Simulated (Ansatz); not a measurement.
HInOS (SMILES [OH][In+][S-])

```xyz
4

In   -1.9678   -1.0755   -0.4211
O    -2.5624   -0.9222    1.4643
S    -1.1962   -1.2062   -2.5007
H    -3.4828   -1.2059    1.5766
```

Geometry: B3LYP-D3(BJ)/def2-SVP; core potentials replace the inner electrons of In.

Method: isolated molecule in a Gaussian basis; Kohn-Sham density functional theory, functional PBE0 (Ansatz).

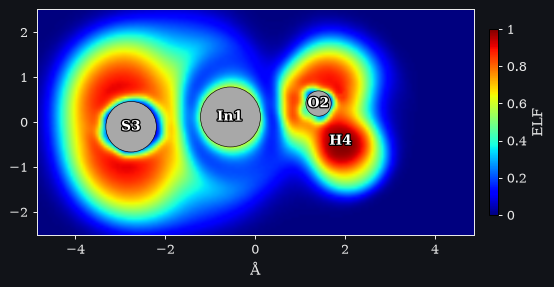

Figure 1. Electron localisation function on the molecular plane. Grey discs cover the atomic cores.

> Interpret the plot.

- The section cuts through In, O, S and H sites.
- In–O (1.98 Å): the ELF peaks at about 0.80 in the valence shell of O, 0.6 Å from its nucleus, and drops to about 0.15 between the two atoms.
- In–S (2.22 Å): the ELF peaks at about 0.65 in the valence shell of S, 0.9 Å from its nucleus, and drops to about 0.25 between the two atoms.
- O–H (0.97 Å): the ELF climbs to about 1 towards the hydrogen, as it does in any bond to H: a covalent bond by its length.
- The ELF also peaks beside S3 and O2, away from the bonds: lone-pair regions.

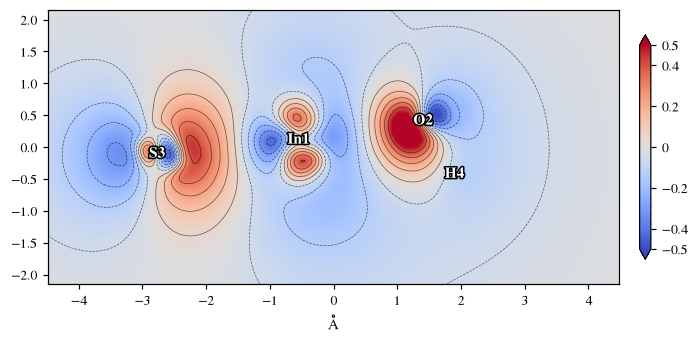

Figure 2. One frontier orbital on the molecular plane (values in Å⁻³ᐟ²; the overall sign is arbitrary).

> Which orbital is it: HOMO or LUMO?

The LUMO, at −2.67 eV. It lies mainly on In1 (about 50 %), S3 (about 30 %) and O2 (about 15 %); it is symmetric in the molecular plane (an in-plane orbital: σ, lone-pair or in-plane π type).

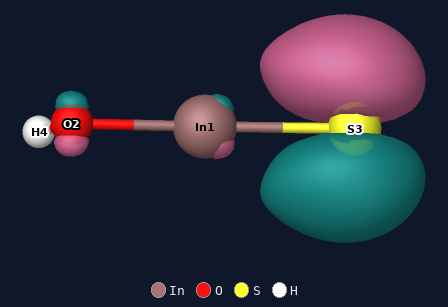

Figure 3. The HOMO at ±0.15 Å⁻³ᐟ² (teal and pink are the two phases), seen from one side.

> Where does this orbital lie, and at what energy?

It lies mainly on S3 (about 80 %) and In1 (about 15 %); it changes sign across the molecular plane (π type). Its energy is −6.95 eV.
